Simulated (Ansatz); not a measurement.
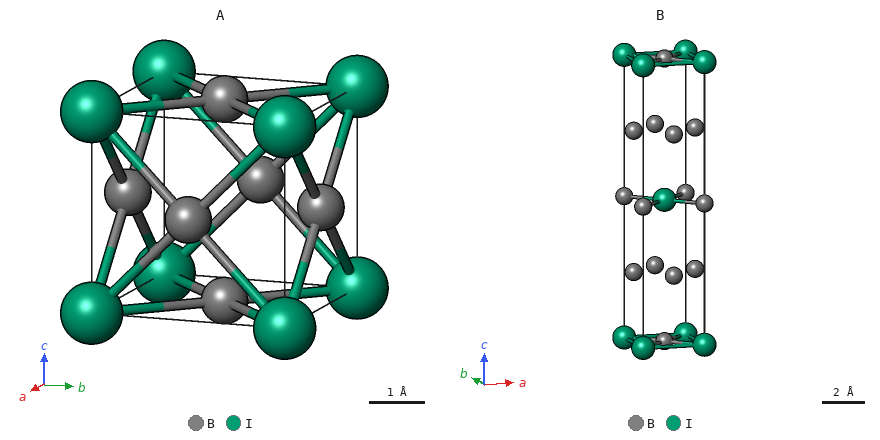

Two structures of B3I, each relaxed to rest (conventional cells in solid outline, small ones repeated, not to one scale). Method: DFT PBE, scalar-relativistic, plane waves, PAW (Ansatz), without spin polarisation.

> Identify the two structures.

A: Cu₃Au (L1₂) type, Pm-3m. B: 8 atoms a cell on a body-centred tetragonal lattice, I4/mmm.

> A or B: which is lower in energy?

B is lower, by 325 meV/atom at this level of theory (energies at zero smearing). Volumes: A 13.5, B 16.7 Å³/atom.

One or both may be structure types tried for this composition rather than known phases.
